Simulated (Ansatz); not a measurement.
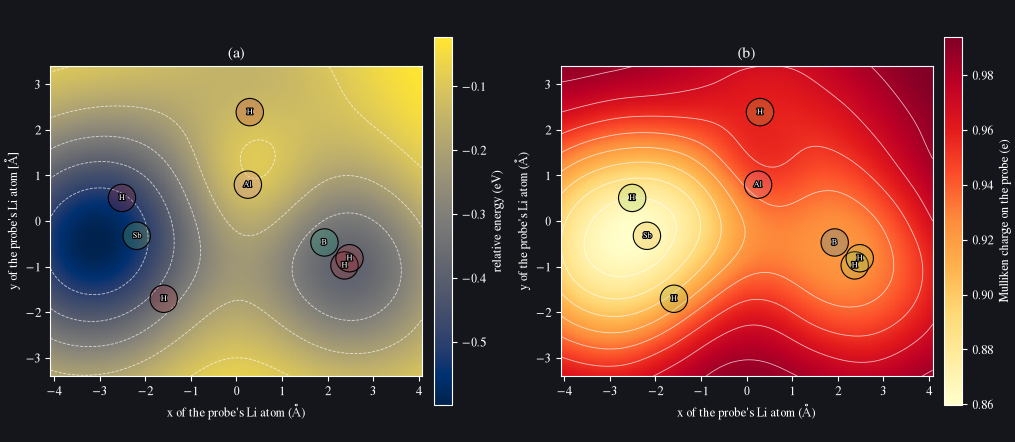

AlBH₅Sb (SMILES [BH2][AlH][SbH2]) with the probe Li+. 
- The probe is moved over a plane parallel to the molecule's main plane, 3.51 Å above it.
- The first coordinate is: x of the probe's Li atom; the second: y of the probe's Li atom.
- Nothing is relaxed (molecule and probe rigid).
- Grid: 13 × 11 points.
- Energies are in eV, from molecule and probe far apart, each relaxed in its own basis (no counterpoise correction).
- Level of theory: RKS B3LYP-D4/def2-SVP (Ansatz 0.2.0).

Panel (a) is the energy and panel (b) the computed Mulliken charge on the probe on the same grid.

Drawn: a smooth colour map with a few white contour lines, labelled circles for the molecule's atoms, projected on the plane. Between grid points the surface is interpolated.

### How does the Mulliken charge on the probe vary over the map, and what is it at the lowest grid point?

Leaving out the highest fifth of the energies, it runs from 0.86 e at x of the probe's Li atom = −2.72 Å, y of the probe's Li atom = −0.68 Å [nearest 1 Sb at 3.57 Å] to 0.98 e at x of the probe's Li atom = 3.40 Å, y of the probe's Li atom = −3.40 Å [nearest 1 H at 3.63 Å]. At the lowest grid point, x of the probe's Li atom = −3.40 Å, y of the probe's Li atom = −0.68 Å [nearest 1 Sb at 3.73 Å], it is 0.87 e.

```csv
"y of the probe's Li atom ↓, x of the probe's Li atom →",−4.08,−3.40,−2.72,−2.04,−1.36,−0.68,0.00,0.68,1.36,2.04,2.72,3.40,4.08
3.40,0.99,0.99,0.98,0.98,0.98,0.97,0.97,0.97,0.97,0.98,0.98,0.99,0.99
2.72,0.98,0.97,0.97,0.97,0.96,0.96,0.96,0.96,0.96,0.97,0.98,0.98,0.99
2.04,0.96,0.95,0.94,0.94,0.94,0.95,0.96,0.96,0.96,0.96,0.97,0.98,0.99
1.36,0.93,0.92,0.91,0.91,0.92,0.93,0.95,0.95,0.95,0.95,0.96,0.97,0.98
0.68,0.91,0.89,0.88,0.88,0.89,0.91,0.94,0.94,0.94,0.94,0.95,0.96,0.98
0.00,0.89,0.87,0.86,0.86,0.88,0.90,0.92,0.93,0.93,0.93,0.93,0.95,0.97
−0.68,0.89,0.87,0.86,0.87,0.88,0.91,0.92,0.93,0.93,0.92,0.93,0.94,0.96
−1.36,0.90,0.88,0.88,0.88,0.90,0.93,0.94,0.94,0.93,0.93,0.93,0.94,0.96
−2.04,0.92,0.91,0.90,0.91,0.93,0.95,0.96,0.96,0.95,0.94,0.94,0.95,0.96
−2.72,0.94,0.93,0.93,0.94,0.96,0.97,0.98,0.97,0.97,0.96,0.96,0.96,0.97
−3.40,0.97,0.96,0.96,0.97,0.98,0.99,0.99,0.99,0.98,0.98,0.98,0.98,0.99
```
